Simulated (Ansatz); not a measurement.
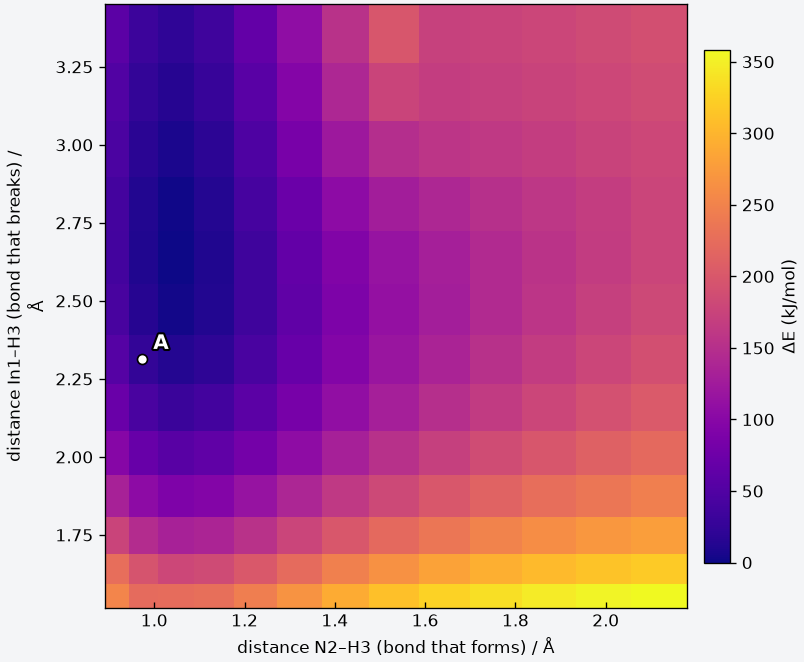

The reacting system ClH3InN (fragments ClH₃InN where the first distance is long, ClIn + H₃N where the second is long). First axis: distance N2–H3 (bond that forms). Second axis: distance In1–H3 (bond that breaks). Relaxed at each point: all other coordinates. The grid has 13 × 13 points. Points are written as (first, second). Energies: kJ/mol, counted from the lowest grid point. Energies and slopes of some neighbouring points disagree (a jump in structure or state, or too coarse a mesh). The reference is spin-restricted, so regions where a bond is pulled apart into radicals lie too high. The calculation used RKS SPW92 (LDA)/def2-SVP (Ansatz).

The picture shows one coloured cell a grid point, the point A.

### Which way does the force act at A, and how strong is it?

A, at (0.972 Å, 2.314 Å), is not a stationary point. The computed force is 330 kJ/mol for each Å towards larger values of the first coordinate and 89 kJ/mol for each Å towards larger values of the second coordinate.
